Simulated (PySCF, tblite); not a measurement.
**C6H10N2Si: geometry, infrared bands and NMR shifts**

Wanted: the infrared bands and NMR shifts of C6H10N2Si (`C=NC[SiH2]n1cccc1`), by calculation.

Computed with tblite 0.8.0 and PySCF 2.14.0, with density-fitted response routines of our own, on a single molecule in the gas phase. Atoms count from 0, in the outputs and in this text.

## Step 1: The starting structure

19 atoms, charge 0, multiplicity 1; geometry from: force field or distance geometry start.

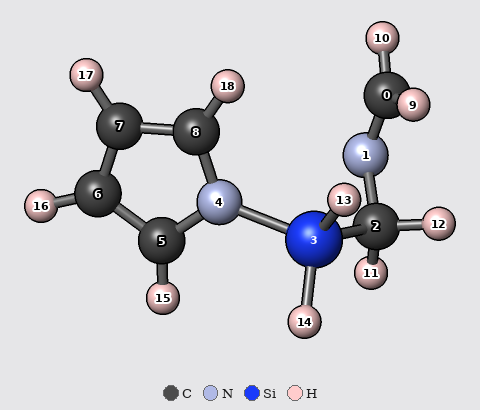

The starting geometry (carbon dark grey, nitrogen light blue, silicon blue, hydrogen pink), atoms numbered.

## Step 2: Optimising the geometry with GFN2-xTB

The job: settings as JSON, then the geometry in Å.

```
{"job": {"kind": "relax", "xc": "GFN2-xTB", "basis": "xTB"}, "charge": 0, "multiplicity": 1}
C     -2.097100     1.761000     0.238900
N     -2.103000     0.602100     0.777700
C     -2.189400    -0.514200    -0.115700
Si    -0.677900    -0.773400    -1.149100
N      0.834100    -0.451000    -0.219600
C      1.472500    -1.348500     0.559200
C      2.596900    -0.740600     1.095500
C      2.604900     0.542300     0.611200
C      1.498400     0.723000    -0.225800
H     -2.190900     1.782900    -0.837100
H     -2.039200     2.682800     0.806400
H     -2.477300    -1.404000     0.485900
H     -3.079000    -0.242600    -0.771900
H     -0.656200     0.124100    -2.298500
H     -0.610000    -2.183600    -1.569100
H      1.179500    -2.369800     0.765200
H      3.340500    -1.168500     1.779400
H      3.318900     1.336000     0.793800
H      1.264200     1.651300    -0.734000
```

Run with:

```console
$ OMP_NUM_THREADS=1 python probes_run.py task.json out
```

The driver reads the jobs from task.json and runs them one after another.

Output:

```text
step      E/eV     max force
  0    -693.24464    2.757
  1    -693.52256    1.838
  2    -693.57380    1.022
  3    -693.60933    0.440
  4    -693.64079    0.353
  5    -693.66113    0.474
  6    -693.67916    0.376
  7    -693.69816    0.312
  8    -693.71076    0.261
  9    -693.71778    0.181
 10    -693.72248    0.155
 11    -693.72704    0.158
 12    -693.73121    0.165
 13    -693.73500    0.145
 14    -693.73815    0.141
 15    -693.74026    0.115
 16    -693.74148    0.107
 17    -693.74237    0.079
 18    -693.74340    0.091
 19    -693.74468    0.098
 20    -693.74602    0.112
 21    -693.74731    0.096
 22    -693.74863    0.101
 23    -693.75004    0.104
 24    -693.75149    0.095
 25    -693.75299    0.103
 26    -693.75470    0.132
 27    -693.75697    0.151
 28    -693.76010    0.222
 29    -693.76364    0.221
 30    -693.76684    0.141
 31    -693.76979    0.154
 32    -693.77296    0.182
 33    -693.77402    0.453
 34    -693.77888    0.155
 35    -693.78125    0.100
 36    -693.78448    0.134
 37    -693.78567    0.143
 38    -693.78869    0.119
 39    -693.78997    0.067
 40    -693.79097    0.098
 41    -693.79175    0.083
 42    -693.79229    0.091
 43    -693.79273    0.053
 44    -693.79314    0.052
 45    -693.79357    0.054
 46    -693.79401    0.050
 47    -693.79429    0.043
 48    -693.79452    0.035
 49    -693.79479    0.034
 50    -693.79508    0.041
 51    -693.79529    0.036
 52    -693.79542    0.024
 53    -693.79553    0.026
 54    -693.79566    0.033
 55    -693.79583    0.032
 56    -693.79598    0.029
 57    -693.79611    0.028
 58    -693.79624    0.031
 59    -693.79640    0.037
 60    -693.79656    0.032
 61    -693.79668    0.026
 62    -693.79676    0.022
 63    -693.79684    0.026
 64    -693.79692    0.025
 65    -693.79699    0.018
 66    -693.79706    0.016
 67    -693.79711    0.021
 68    -693.79717    0.024
 69    -693.79724    0.021
 70    -693.79731    0.017
 71    -693.79739    0.022
 72    -693.79752    0.030
 73    -693.79769    0.035
 74    -693.79786    0.029
 75    -693.79798    0.022
 76    -693.79808    0.023
 77    -693.79817    0.025
 78    -693.79826    0.026
 79    -693.79837    0.022
 80    -693.79851    0.018
 81    -693.79865    0.028
 82    -693.79883    0.040
 83    -693.79911    0.049
 84    -693.79949    0.063
 85    -693.79995    0.067
 86    -693.80051    0.120
 87    -693.80058    0.123
 88    -693.80190    0.084
 89    -693.80255    0.053
 90    -693.80323    0.067
 91    -693.80346    0.046
 92    -693.80394    0.051
 93    -693.80454    0.057
 94    -693.80526    0.071
 95    -693.80606    0.088
 96    -693.80666    0.077
 97    -693.80709    0.051
 98    -693.80720    0.083
 99    -693.80786    0.040
100    -693.80820    0.037
101    -693.80870    0.042
102    -693.80889    0.047
103    -693.80923    0.045
104    -693.80942    0.028
105    -693.80950    0.030
106    -693.80954    0.014
107    -693.80958    0.014
108    -693.80966    0.015
109    -693.80974    0.016
110    -693.80987    0.020
111    -693.80999    0.023
112    -693.81007    0.021
113    -693.81015    0.019
114    -693.81026    0.021
115    -693.81038    0.024
116    -693.81051    0.028
117    -693.81061    0.025
118    -693.81069    0.022
119    -693.81075    0.026
120    -693.81080    0.015
121    -693.81083    0.015
122    -693.81087    0.012
123    -693.81090    0.013
124    -693.81098    0.018
125    -693.81106    0.025
126    -693.81115    0.020
127    -693.81121    0.020
128    -693.81126    0.014
129    -693.81130    0.014
130    -693.81137    0.017
131    -693.81145    0.017
132    -693.81155    0.021
133    -693.81166    0.024
134    -693.81177    0.024
135    -693.81189    0.040
136    -693.81202    0.033
137    -693.81217    0.028
138    -693.81227    0.022
139    -693.81236    0.021
140    -693.81244    0.021
141    -693.81251    0.018
142    -693.81256    0.016
143    -693.81261    0.016
144    -693.81264    0.014
145    -693.81267    0.011
146    -693.81269    0.009
```

It took 2 s on 1 thread of Arm Neoverse N1, shared host; peak memory 0.18 GiB.

Relaxation path: (not every step is listed)

```csv
step,energy from step 0 (eV),largest force (eV/Å)
0,0.0000,2.7571
1,-0.2779,1.8380
2,-0.3292,1.0220
3,-0.3647,0.4402
4,-0.3962,0.3532
5,-0.4165,0.4741
6,-0.4345,0.3755
7,-0.4535,0.3119
8,-0.4661,0.2611
21,-0.5027,0.0960
34,-0.5342,0.1554
47,-0.5497,0.0426
60,-0.5519,0.0317
73,-0.5530,0.0354
86,-0.5559,0.1198
99,-0.5632,0.0404
112,-0.5654,0.0215
125,-0.5664,0.0245
138,-0.5676,0.0222
141,-0.5679,0.0181
142,-0.5679,0.0157
143,-0.5680,0.0164
144,-0.5680,0.0136
145,-0.5680,0.0107
146,-0.5680,0.0092
```

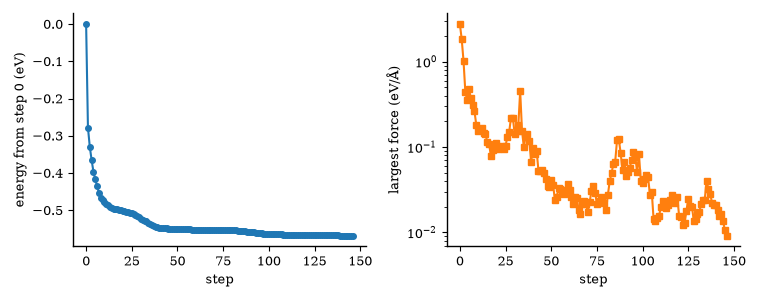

Energy and largest force along the relaxation.

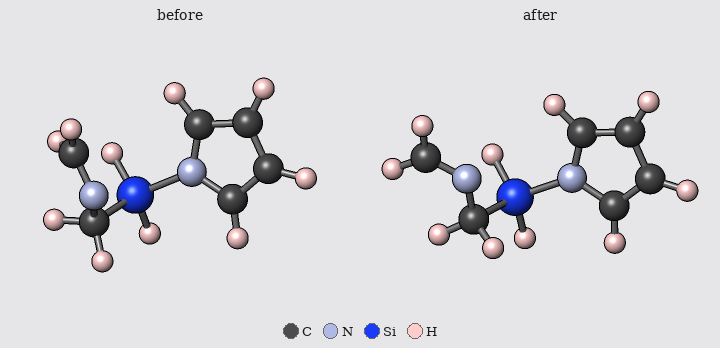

The geometry before (left) and after (right).

Close pairs (by a distance rule), those that changed most:

| bond | before (Å) | after (Å) | change (Å) |
| --- | --- | --- | --- |
| C2–Si3 | 1.849 | 1.920 | +0.071 |
| Si3–N4 | 1.804 | 1.744 | -0.060 |
| C6–C7 | 1.371 | 1.416 | +0.045 |
| C7–C8 | 1.399 | 1.360 | -0.039 |
| C2–H12 | 1.138 | 1.101 | -0.037 |
| C5–C6 | 1.386 | 1.360 | -0.026 |
| C0–N1 | 1.278 | 1.252 | -0.026 |
| C6–H16 | 1.097 | 1.073 | -0.025 |

The next job starts from the end point, and lists it.

## Step 3: Harmonic vibrations with GFN2-xTB

The job: settings as JSON, then the geometry in Å.

```
{"job": {"kind": "ir", "xc": "GFN2-xTB", "basis": "xTB"}, "charge": 0, "multiplicity": 1}
C     -2.640938     1.951182    -0.039968
N     -1.878147     1.064109     0.406154
C     -2.027256    -0.293027     0.013041
Si    -0.541394    -0.731012    -1.121363
N      0.955335    -0.540951    -0.247022
C      1.643127    -1.523809     0.418478
C      2.726655    -0.981439     1.035480
C      2.715341     0.404227     0.744225
C      1.625549     0.636247    -0.035247
H     -3.482829     1.758413    -0.717116
H     -2.473793     2.975000     0.259102
H     -1.976721    -0.906740     0.915077
H     -2.981567    -0.494533    -0.497647
H     -0.497887     0.188577    -2.258942
H     -0.621469    -2.136771    -1.519942
H      1.299568    -2.539287     0.391832
H      3.452829    -1.500756     1.629859
H      3.434060     1.128878     1.073837
H      1.259733     1.550944    -0.457301
```

Output:

```text
mode    cm-1     km/mol
  1     -22.4      0.09
  2      31.3      0.49
  3      77.7      3.01
  4     106.6      3.79
  5     160.2      1.46
  6     221.6      2.84
  7     256.8     22.47
  8     422.6      5.05
  9     485.6     49.76
 10     489.6     54.73
 11     574.0      0.42
 12     583.2      2.06
 13     606.4     11.72
 14     634.7     12.70
 15     706.4    233.53
 16     744.6    214.85
 17     766.3      0.62
 18     774.7     23.33
 19     788.9     88.77
 20     820.7     84.42
 21     821.6     61.11
 22     837.4      0.32
 23     838.4      0.04
 24     929.2     16.50
 25     966.2     11.54
 26    1028.1     45.12
 27    1076.8     27.42
 28    1082.9      2.40
 29    1099.3     43.44
 30    1113.9      2.58
 31    1186.8     38.58
 32    1195.0      6.00
 33    1249.5     41.68
 34    1256.1    182.11
 35    1321.9      4.24
 36    1406.3     35.03
 37    1421.4     10.91
 38    1448.9      6.05
 39    1473.2    148.86
 40    1569.7      0.54
 41    1738.4     20.66
 42    2267.1    388.99
 43    2271.5    157.80
 44    2836.5     36.08
 45    2854.6    176.56
 46    2957.9     29.01
 47    3077.9     25.30
 48    3148.6      7.08
 49    3153.8     24.82
 50    3162.8     71.37
 51    3170.8     22.31
```

Run time: 1.3 s. Hardware: 1 thread of Arm Neoverse N1, shared host; peak memory 0.18 GiB.

The strongest bands and the atoms that carry them (share of the mass-weighted mode):

```
cm⁻¹  km/mol                               atoms
 706   233.5                  H13 35 %, H14 33 %
 745   214.8                  H13 49 %, H14 43 %
 789    88.8         C2 27 %, H10 19 %, Si3 14 %
1256   182.1           N4 43 %, C6 19 %, C7 19 %
1473   148.9  C8 29 %, C5 29 %, C7 12 %, C6 12 %
2267   389.0                  H14 49 %, H13 46 %
2272   157.8                  H13 50 %, H14 48 %
2855   176.6                             H9 84 %
```

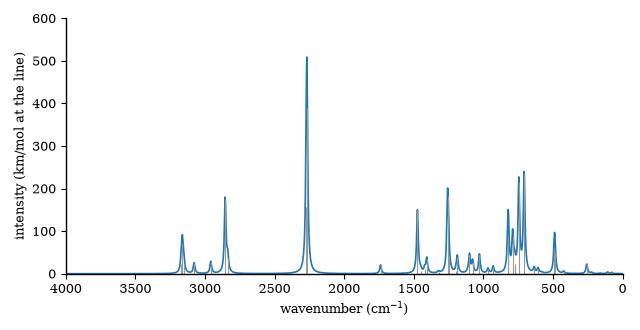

The infrared spectrum from these modes, unscaled. Lines are broadened to a width of 14 cm⁻¹ (Lorentzian).

## Step 4: NMR shieldings: PBE0/pcSseg-1

Settings changed since step 3:

```diff
@@ -1,2 +1,2 @@
-{"job": {"kind": "ir", "xc": "GFN2-xTB", "basis": "xTB"}, "charge": 0, "multiplicity": 1}
+{"job": {"kind": "nmr", "xc": "PBE0", "basis": "pcSseg-1"}, "charge": 0, "multiplicity": 1}
 C     -2.640938     1.951182    -0.039968
```

Level: GIAO PBE0/pcSseg-1 NMR shielding, non-relativistic, gas phase.

Output:

```text
coarse grid: 16464 points
cycle   1  E = -632.9365628207  dE =  1.470e+00  |g| = 4.677e-01  |ddm| = 4.033e+00
cycle   2  E = -632.8978526053  dE =  3.871e-02  |g| = 6.223e-01  |ddm| = 1.111e+00
cycle   3  E = -632.9935706839  dE = -9.572e-02  |g| = 1.171e-01  |ddm| = 6.510e-01
cycle   4  E = -632.9961823702  dE = -2.612e-03  |g| = 4.569e-02  |ddm| = 1.056e-01
cycle   5  E = -632.9966289429  dE = -4.466e-04  |g| = 8.444e-03  |ddm| = 3.705e-02
cycle   6  E = -632.9966400410  dE = -1.110e-05  |g| = 4.849e-03  |ddm| = 1.130e-02
cycle   7  E = -632.9966456576  dE = -5.617e-06  |g| = 1.098e-03  |ddm| = 4.677e-03
final grid: 154880 points
cycle   8  E = -633.0467645373  dE = -3.370e-05  |g| = 8.997e-03  |ddm| = 3.230e-02
cycle   9  E = -633.0467472591  dE =  1.728e-05  |g| = 1.266e-02  |ddm| = 1.887e-02
cycle  10  E = -633.0467835521  dE = -3.629e-05  |g| = 2.398e-03  |ddm| = 1.106e-02
cycle  11  E = -633.0467848628  dE = -1.311e-06  |g| = 3.393e-04  |ddm| = 1.930e-03
cycle  12  E = -633.0467848868  dE = -2.399e-08  |g| = 1.015e-04  |ddm| = 3.412e-04
cycle  13  E = -633.0467848888  dE = -1.964e-09  |g| = 3.388e-05  |ddm| = 9.802e-05
cycle  14  E = -633.0467848890  dE = -2.369e-10  |g| = 8.538e-06  |ddm| = 2.996e-05
converged SCF energy = -633.0467848890

GIAO shielding tensors (ppm)
atom      isotropic    diamagn.    paramagn.     s11        s22        s33       span
  0 C       32.358     253.794    -221.437    -68.644     51.533    114.184    182.829
  1 N     -139.453     330.305    -469.758   -536.675   -164.804    283.119    819.793
  2 C      128.473     253.532    -125.059    103.574    118.227    163.618     60.045
  3 Si     372.128     881.689    -509.560    344.264    370.604    401.517     57.253
  4 N       97.644     328.973    -231.329     12.468     70.823    209.642    197.174
  5 C       60.053     249.537    -189.485    -20.017     67.395    132.779    152.796
  6 C       69.169     258.101    -188.932    -14.684     60.731    161.460    176.144
  7 C       69.358     257.532    -188.174    -13.799     61.240    160.633    174.431
  8 C       56.734     250.872    -194.137    -25.395     61.010    134.588    159.983
  9 H       23.971      29.592      -5.621     20.722     24.171     27.018      6.296
 10 H       24.465      30.654      -6.188     22.812     23.708     26.876      4.063
 11 H       27.360      31.663      -4.303     25.400     26.479     30.201      4.801
 12 H       28.680      30.942      -2.262     26.011     27.264     32.765      6.754
 13 H       26.876      30.665      -3.789     23.460     25.615     31.552      8.092
 14 H       26.416      30.078      -3.662     22.472     25.663     31.113      8.641
 15 H       24.955      30.702      -5.748     21.289     25.900     27.675      6.385
 16 H       25.100      31.159      -6.060     22.708     25.570     27.021      4.313
 17 H       25.140      31.830      -6.690     22.628     25.714     27.078      4.450
 18 H       24.970      32.702      -7.732     21.166     25.875     27.868      6.702
```

Run time: 85 s. Hardware: 1 thread of Arm Neoverse N1, shared host; peak memory 0.94 GiB.

Shifts follow as δ = σ(reference) − σ, with reference shieldings (ppm) from runs at the same level and on the same kind of geometry: 1H TMS 31.72, 13C TMS 186.9, 29Si TMS 349.2, 15N NH3 267.7. The references are single molecules in the gas phase, so shifts against H2O, NH3, PH3, H3PO4 or CFCl3 are not on the usual liquid scales and can be off by tens of ppm. Atoms listed in one row are averaged.

| atoms | environment | σ (ppm) | δ (ppm) | δ scaled to CDCl3 |
| --- | --- | --- | --- | --- |
| C0 | C=N carbon | 32.4 | 154.6 | 148.9 |
| C5, C8 | aromatic CH next to a ring nitrogen | 58.4 | 128.5 | 123.5 |
| C6, C7 | aromatic CH | 69.3 | 117.7 | 112.9 |
| C2 | sp3 CH2 bonded to N and Si | 128.5 | 58.5 | 55.1 |
| H9 | hydrogen on a C=N carbon | 23.97 | 7.75 | 7.41 |
| H10 | hydrogen on a C=N carbon | 24.47 | 7.25 | 6.94 |
| H15, H18 | hydrogen on an aromatic CH next to a ring nitrogen | 24.96 | 6.75 | 6.47 |
| H16, H17 | hydrogen on an aromatic CH | 25.12 | 6.60 | 6.32 |
| H13, H14 | hydrogen on a silicon bonded to C, N | 26.65 | 5.07 | – |
| H11, H12 | hydrogen on an sp3 CH2 bonded to N and Si | 28.02 | 3.70 | 3.59 |
| N1 | imine nitrogen | -139.5 | 407.2 | – |
| N4 | pyrrole-type ring nitrogen | 97.6 | 170.1 | – |
| Si3 | silicon bonded to C, N, 2 H | 372.1 | -23.0 | – |

The scaled column applies a straight-line fit of computed shieldings to shifts measured in CDCl3 (root-mean-square error 0.16 ppm for H, 1.9 ppm for C).

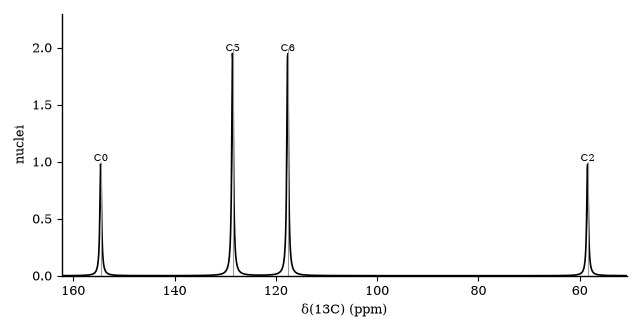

13C lines at the computed shifts, without couplings. Lines are broadened to a width of 0.38 ppm (Lorentzian).

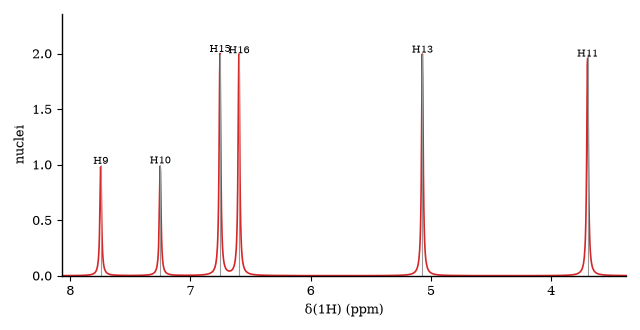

1H lines at the computed shifts, without couplings. Lines are broadened to a width of 0.02 ppm (Lorentzian).

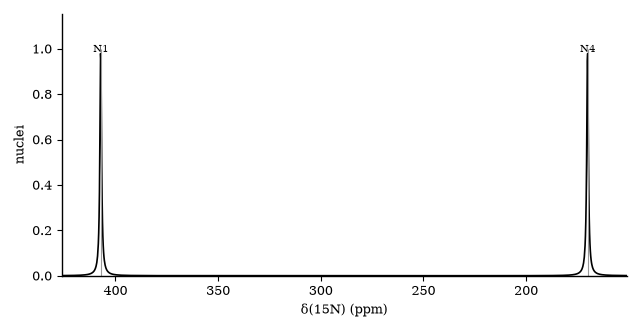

15N lines at the computed shifts, without couplings. Lines are broadened to a width of 0.95 ppm (Lorentzian).

Charges from the same density, by scheme (e):

```csv
atoms,Mulliken,IAO,Hirshfeld,ESP fit
C0,-0.01,-0.14,-0.01,0.06
N1,-0.40,-0.24,-0.14,-0.41
C2,-0.33,-0.44,-0.12,0.01
Si3,0.79,0.91,0.40,0.26
N4,-0.70,-0.35,-0.11,0.19
"C5, C8",0.16,-0.11,-0.04,-0.34
"C6, C7",-0.17,-0.22,-0.10,-0.19
```

IAO charges:

C0 -0.14; N1 -0.24; C2 -0.44; Si3 0.91; N4 -0.35; C5 -0.12; C6 -0.22; C7 -0.22; C8 -0.10; H9 0.10; H10 0.15; H11 0.17; H12 0.12; H13 -0.12; H14 -0.12; H15 0.15; H16 0.16; H17 0.16; H18 0.16

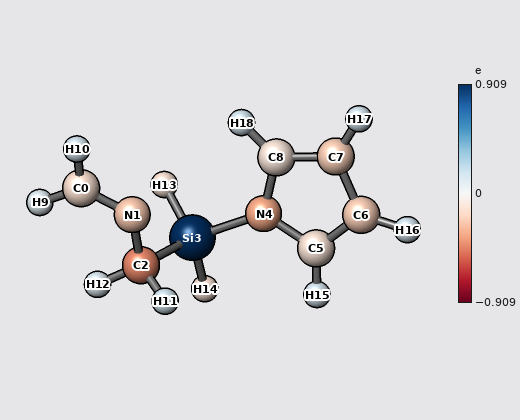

IAO charges, as colours on the atoms.

Mayer bond orders: C0–N1 1.95, N1–C2 0.98, C2–Si3 0.86, Si3–N4 0.84, N4–C5 1.11, C5–C6 1.56, C6–C7 1.33, C7–C8 1.56, C8–N4 1.12.

Ring of atoms N4, C5, C6, C7, C8: NICS(0) -12.9, NICS(1) -10.9, NICS(1)zz -29.6 ppm (means of both faces).

Orbitals, density, ELF and potential are computed afterwards from the orbital file.

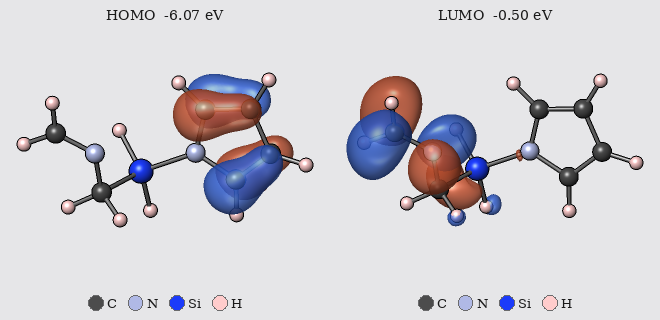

PBE0/pcSseg-1 orbitals near the gap, drawn at the value that encloses 70 % of each; the two colours are the two signs.

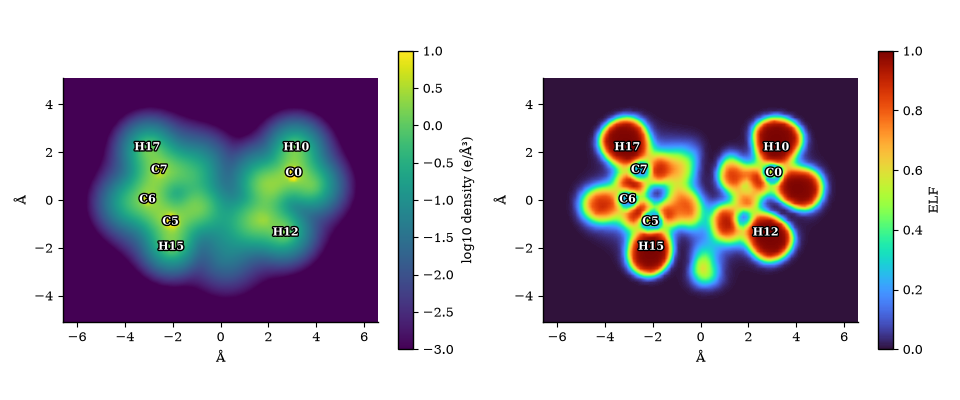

Density (left) and ELF (right) in a plane through or near 8 of the atoms.

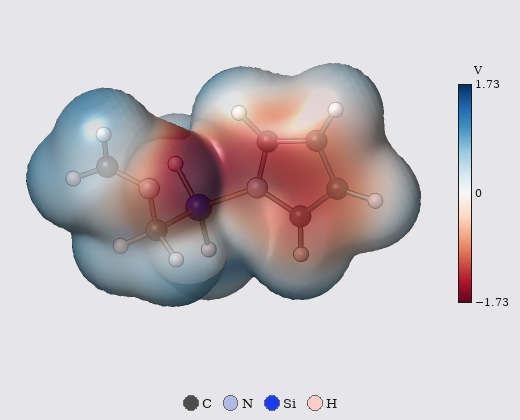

Electrostatic potential on the surface of density 0.002 e/bohr³; red is low, blue high. It runs from -1.73 V near N1 to 1.34 V near H12.

## Step 5: Outcome

| quantity | value |
| --- | --- |
| strongest single infrared mode (GFN2-xTB) | 2267 cm⁻¹, 389 km/mol |
| zero-point energy (GFN2-xTB) | 90.4 kcal/mol |
| 13C shifts against TMS (PBE0/pcSseg-1, means over atoms taken as alike) | 154.6, 128.5, 117.7, 58.5 ppm |
| 1H shifts against TMS (PBE0/pcSseg-1, means over atoms taken as alike) | 7.75, 7.25, 6.75, 6.60, 5.07, 3.70 ppm |
| 15N shifts against NH3 (PBE0/pcSseg-1) | 407.2, 170.1 ppm |
| 29Si shifts against TMS (PBE0/pcSseg-1) | -23.0 ppm |
| surface potential, least and greatest | -1.73 V and 1.34 V |

What this shows: The optimisation took 146 steps and gained 0.568 eV; among the close pairs (by a distance rule), C2–Si3 changed most, from 1.849 to 1.920 Å. The lowest mode is imaginary (22i cm⁻¹), so the xTB geometry is not a minimum. The strongest single mode, at 2267 cm⁻¹, moves mainly H14 and H13. GFN2-xTB is a fitted tight-binding method: band positions and strengths are rough. Its intensities can rank the bands wrongly. At PBE0/pcSseg-1: Shielding is most anisotropic at N1 (span 820 ppm, paramagnetic term -470 ppm). NICS(1)zz of -30 ppm above the planar ring from N4 marks a diatropic (aromatic) ring current. By nearest atom (PBE0/pcSseg-1), the HOMO sits on C5, C8 about 30 % each; C6, C7 about 12 % each and the LUMO on N1 31 %; C0 30 %.
